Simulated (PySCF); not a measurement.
**ZrF3: doublet, from a trigonal planar start**

Where does doublet ZrF3 go from a trigonal planar start, is the end point a minimum, and what are its modes, charges and moments?

Computed with PySCF 2.14.0. Level: PBE0, basis Zr def2-TZVP with ECP28, F def2-TZVP, scalar-relativistic core potentials, no spin–orbit coupling, density fitting.

**1. Where the work starts**

4 atoms, charge 0, spin multiplicity 2.

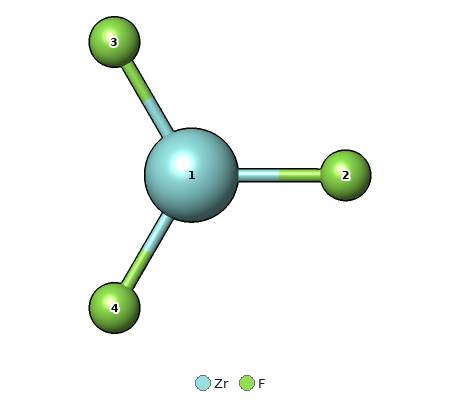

As it starts; zirconium light teal, fluorine green; atoms are numbered from 1 in the order of the file.

Z-matrix (Å, degrees; charge 0 multiplicity 2):
```
Zr
F  1 2.1800
F  1 2.1800 2 120.00
F  1 2.1800 2 120.00 3 180.00
```

**2. Finding the electronic state**

The steps below are one call of a driver around PySCF. For each, scf.py gives the equivalent set-up of the SCF; relaxations use the driver's own optimiser. After this first run the driver tries any further starts and a stability analysis.

scf.py

```python
from pyscf import gto, scf, dft
mol = gto.M(atom='''
Zr     0.000000     0.000000     0.000000
F      2.180000     0.000000     0.000000
F     -1.090000     1.887900     0.000000
F     -1.090000    -1.887900     0.000000''',
    basis={'Zr': 'def2-TZVP', 'F': 'def2-TZVP'},
    ecp={'Zr': 'def2-TZVP'},
    charge=0, spin=1)
mf = dft.UKS(mol, xc='PBE0')
mf.grids.atom_grid = (50, 194)
aux = {'Zr': 'def2-universal-JKFIT', 'F': 'def2-universal-JKFIT'}
mf = mf.density_fit(auxbasis=aux)
mf.conv_tol = 1e-08
mf.diis_space = 10
mf.max_cycle = 60
mf.init_guess = 'minao'
mf.verbose = 4
mf.kernel()
```

Started as:

```
$ OMP_NUM_THREADS=4 python axn.py task.json out
```

The runs that follow: Relaxing the doublet from the trigonal planar start; Frequencies.

Q: Predict the outcome of this session. Wanted: minimum; geometry; wavenumbers; dipole moment; highest occupied, lowest empty level; polar-tensor charge of Zr1; zero-point energy; atomisation energy; ⟨S²⟩.

As calculated:

| quantity | value |
| --- | --- |
| minimum | doublet, D3h |
| geometry | Zr–F 1.903 Å (×3); F–Zr–F 120.0° (×3) |
| wavenumbers (cm⁻¹) | 64 (a2''), 161 (e'), 641 (a1'), 678 (e') |
| dipole moment | 0.00 D |
| highest occupied, lowest empty level (either spin) | -5.96, -2.41 eV |
| polar-tensor charge of Zr1 | +1.98 e |
| zero-point energy | 14.2 kJ/mol |
| entropy at 298.15 K | 315.0 J/(mol K) |
| atomisation energy (no zero-point energy) | 1920 kJ/mol |
| ⟨S²⟩ | 0.752 |

What this shows: The trigonal planar start keeps its D3h symmetry and ends in a minimum. The strongest infrared band lies at 678 cm⁻¹ (e', stretch). The dipole vanishes although Zr1 carries +2.0 e by the polar tensor: the bond dipoles cancel. Most of the spin sits on Zr1 (Mulliken spin 1.03, against 1 for the whole molecule). Other starts or spin states, not run here, may lie lower. Open d and f shells are described by one determinant, and the ground state may have another occupation or spin.
